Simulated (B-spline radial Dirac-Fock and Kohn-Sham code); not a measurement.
Br⁺ in the configuration [Ar] 3d10 4s2 4p4. Level of theory: independent-particle rates on relativistic LDA orbitals of the hole state (multipoles to L = 3), energies from Dirac–Fock ΔSCF; calculated with a radial B-spline solver.

Before looking at the plot, say what to expect. Its caption: X-ray emission lines that fill a K (1s) hole, broadened by a Gaussian of 180 eV full width, as by a silicon detector, on a logarithmic intensity axis. Multiplet splitting by the open shell is left out.

The strongest line is K-L3 (Kα1) at 11.923 keV with 57.4 % of the photons, then K-L2 (Kα2) at 11.876 keV (30 %), K-M3 (Kβ1) at 13.288 keV (7.9 %), K-M2 (Kβ3) at 13.281 keV (4.1 %), K-N3 at 13.473 keV (0.55 %). The hole has a width of 2.44 eV and a fluorescence yield of 0.623.

Here it is:

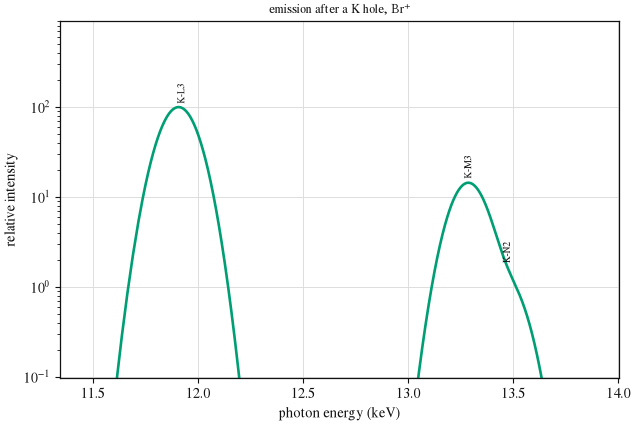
